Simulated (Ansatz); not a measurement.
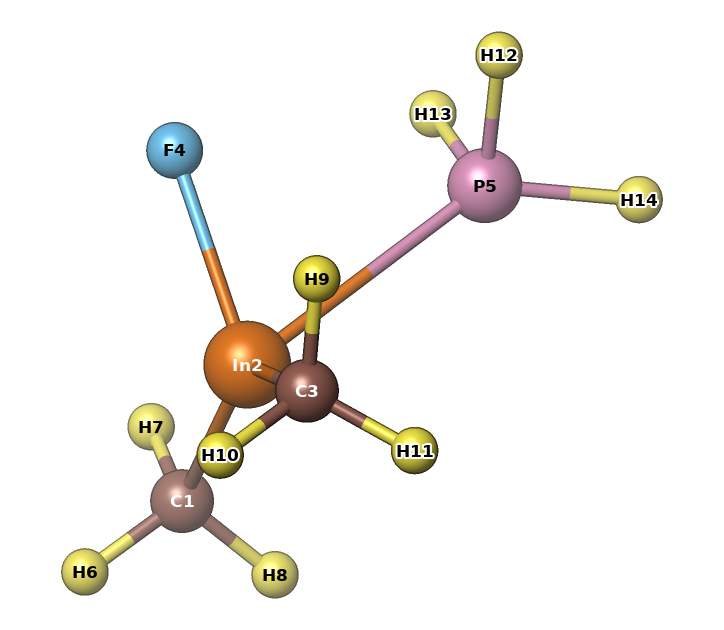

In2 lies behind C3. The molecule seen a little off the C3–In2 bond, C3 in front. Atoms fade into the background with distance from the viewer. The computed structure is the end point of a PBE0-D4/def2-TZVP optimisation.

> What is the torsion angle H9–C3–In2–P5? The sign is positive where the front bond must turn clockwise to cover the back bond.

58°, synclinal (gauche). The bonds about C3–In2 are eclipsed.
